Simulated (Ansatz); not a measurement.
# Single-point calculation, with input and output: CH$_{3}$OZn

The run: single-point calculation of CH$_{3}$OZn, multiplicity 2. Method and program: UKS revPBE-D4/def2-TZVPP (Ansatz 0.2.0).

The geometry comes from this level: PBE0-D4/def2-TZVP.

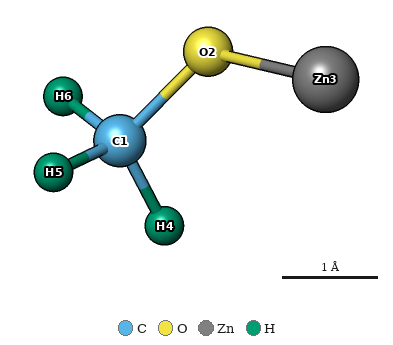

The structure as given in the input (ball-and-stick view, seen at a tilt; atoms are numbered from 1 in the order of the input). Sticks mark near contacts. Bond lengths as drawn: C–H 1.10 Å, C–O 1.40 Å and O–Zn 1.83 Å.

## Summary

| quantity | value |
| --- | --- |
| outcome | converged |
| total energy | −51549.1989 eV |
| mean-field energy | −51548.8664 eV |
| dispersion energy | −0.3326 eV |
| ⟨S²⟩ | 0.753 |
| SCF solution under orbital rotations | stable |
| HOMO (either spin) | −5.07 eV |
| LUMO (either spin) | −3.94 eV |
| hardware | 4 CPU threads, shared host |
| wall time | 1.8 s (CPU time 6 s) |
| peak memory | 0.23 GiB |

## Input
```yaml
crystal:
  periodic: [false, false, false]
  atoms:
    - {symbol: C, position_ang: [0.394490, -0.135182, 0.282972]}
    - {symbol: O, position_ang: [-0.790504, 0.565496, 0.043728]}
    - {symbol: Zn, position_ang: [-1.774371, 0.487548, -1.495631]}
    - {symbol: H, position_ang: [0.266444, -1.226152, 0.243345]}
    - {symbol: H, position_ang: [1.201617, 0.131966, -0.413703]}
    - {symbol: H, position_ang: [0.744524, 0.112325, 1.293087]}
basis:
  gaussian: {orbitals: def2-TZVPP}
magnetization: {spin_polarized: true, initial_magnetization: 1}
hamiltonian: {xc: {name: revPBE}, dispersion: d4}
output: {orbitals: {seedname: orbitals}}
```

## What the program printed
```
Functional definition: revPBE
  name "revPBE"
  cite "Zhang & Yang, Phys. Rev. Lett. 80, 890 (1998) doi:10.1103/PhysRevLett.80.890"
  cite "Perdew, Burke & Ernzerhof, Phys. Rev. Lett. 77, 3865 (1996) doi:10.1103/PhysRevLett.77.3865"
  parameter kappa = 1.245
  parameter beta = 0.06672455060314922
  exchange = pbe_x(kappa = kappa, mu = beta*pi^2/3)
  correlation = pbe_c(beta = beta)
1007 factors; their error is unknown
mean field evaluation 1: about -51536.2181 eV, gradient 5.9e1 eV
mean field evaluation 2: about -51333.7723 eV, gradient 1.8e2 eV
mean field evaluation 4: about -51545.3970 eV, gradient 3.4e1 eV
mean field evaluation 8: about -51548.8845 eV, gradient 1.2e-1 eV
mean field evaluation 16: about -51548.8663 eV, gradient 9.6e-4 eV
mean field -51548.86631607 eV, -1894.3858960392 hartree, gradient 3.3e-5 eV, S^2 0.752910; 1 other end points of the search recorded, 0 dependent functions left out
reference -51548.86636747 eV, -1894.3858979280 hartree; 24, 23 occupied and 144, 145 virtual orbitals, 1007 factors
Total energy: -51549.19892926 eV, -1894.3981193482 hartree
```

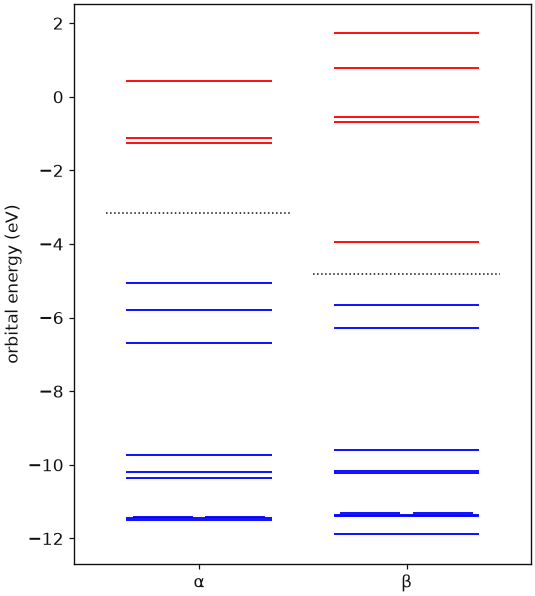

Orbital energies near the frontier for α and β spins; the dotted line parts filled from empty levels, and levels within 0.02 eV of each other stand side by side. α: highest filled −5.07 eV, lowest empty −1.27 eV, 3.80 eV apart; β: highest filled −5.67 eV, lowest empty −3.94 eV, 1.73 eV apart.
